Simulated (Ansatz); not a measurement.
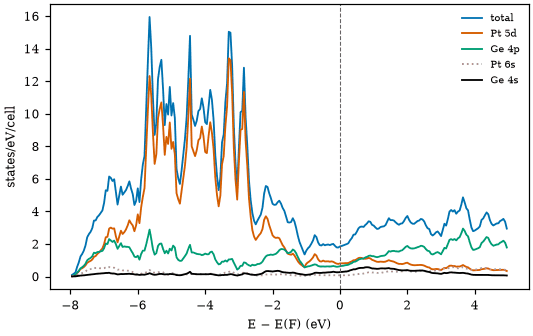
*Total and projected density of states of GePt in space group Pnma (No. 62; Ge on 4c, Pt on 4c), DFT-r²SCAN in the program Ansatz with PAW potentials*

Q: Which orbitals carry the states next to the Fermi level?

A: Within 0.5 eV of the Fermi level: Pt 5d 43 %, Ge 4p 34 %, Ge 4s 15 %. Projections are on Löwdin-orthogonalised atomic valence shells; empty p or d shells of many metals are not among them.

Q: Where is the tallest occupied peak in this window, and what makes it?

A: Near -5.7 eV, about 16 states/eV per cell; the largest projected share is Pt 5d.

The cell was relaxed with r²SCAN under the symmetry of its start. No spin polarisation was allowed. Scalar-relativistic: spin–orbit coupling is off unless named, which matters more the heavier the elements.

Potentials: the earlier of the program's two PAW sets.
